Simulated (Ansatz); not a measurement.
**HgS, pressure series**

Consider HgS (space group P3_221, No. 154; a = 4.139 Å, c = 9.408 Å; made of chains).

Cell and atoms are relaxed at each pressure.

The values are results of PBEsol in Ansatz (plane waves to 420 eV, PAW, no spin-orbit coupling), not measurements.

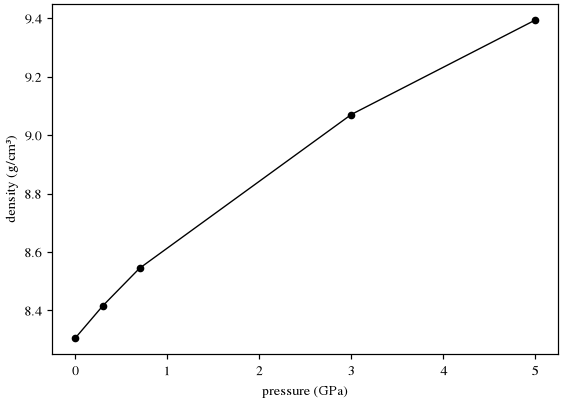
Figure: Density against pressure

Question: From the plot, what is the density for pressure 5 GPa?

Answer: About 9.39 g/cm³.

Question: Is the trend monotonic over the range shown?

Answer: Yes, it rises throughout, spanning 8.31 g/cm³ to 9.39 g/cm³.

Load acts through the strain it causes; cell and atoms are relaxed under it. Stability against distortions was not tested. Competing high-pressure phases were not computed. No dispersion term is included in the PBEsol runs.

Ansatz is a first-principles code.
